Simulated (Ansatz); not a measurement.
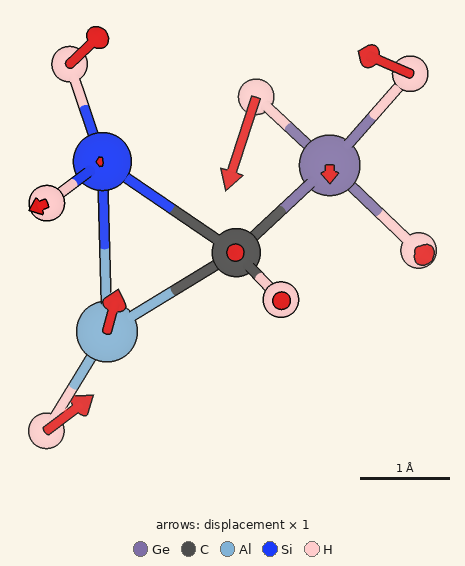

This is a relaxation of CH7AlGeSi (coarse preliminary run). The starting structure is drawn; red arrows show the displacements, at their true length. The two geometries are superimposed by the best rigid fit.

A ball-and-stick model, seen from a free direction.

The start comes from a force field.

Level of theory: Ansatz, RKS PBE-D4/def2-SVP. (force threshold 0.03 eV/Å; at most 200 steps)

Q: What did the optimiser do to the structure, and how much energy did it gain?

A: The energy falls by 100.1 kJ/mol in 15 accepted moves (17 points after the start). The largest force component goes from 1.7 to 0.028 eV/Å. The line search rejected the trial steps at points 4, 15 of the run. An H atom moves most after the best rigid fit: 1.14 Å. Largest moves by element: H 1.14 Å, Al 0.66 Å, Ge 0.23 Å, C 0.23 Å, Si 0.09 Å. Near-neighbour distances that change, for instance: Al–H 3.452 → 1.936 Å, Al–Ge 3.174 → 2.672 Å, Ge–H 1.544 → 1.673 Å, Al–C 1.929 → 2.050 Å. Among the angles between lasting bonds that change: Ge–C–Al 111.7° → 84.4°, Al–Si–H 108.6° → 131.7°, Al–C–H 117.3° → 137.5°.
